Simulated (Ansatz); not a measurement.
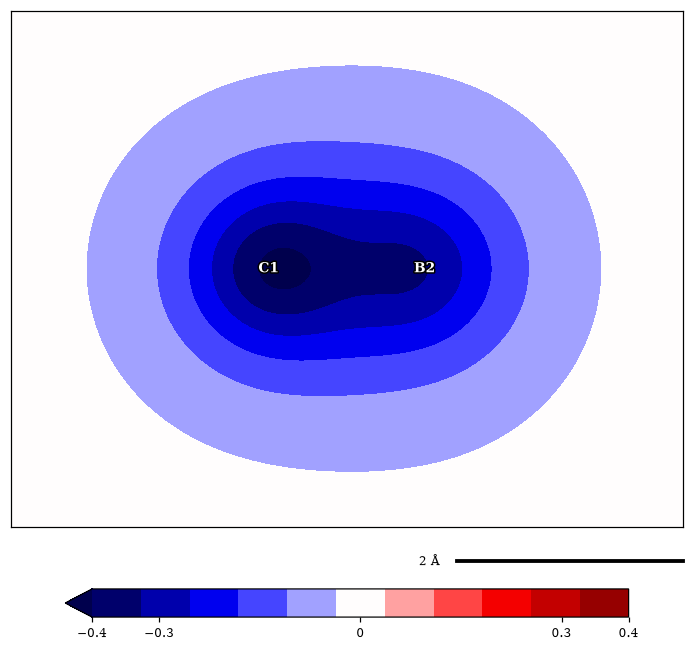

BC (SMILES B#[C-]) (charge −1). The HOMO on a plane 0.8 Å above a plane that holds the molecular axis (values in Å⁻³ᐟ²; the overall sign is arbitrary).

Geometry: PBE0-D3(BJ)/def2-SVPD.

All numbers below come from isolated molecule in a Gaussian basis; Kohn-Sham density functional theory, functional PBE0 (Ansatz).

> Where does this orbital lie, and at what energy?

It lies mainly on C1 (about 55 %) and B2 (about 45 %); it vanishes on the molecular axis (π type); π-bonding across C1–B2. It is one of a degenerate set, so its orientation is arbitrary. Its energy is −0.07 eV.
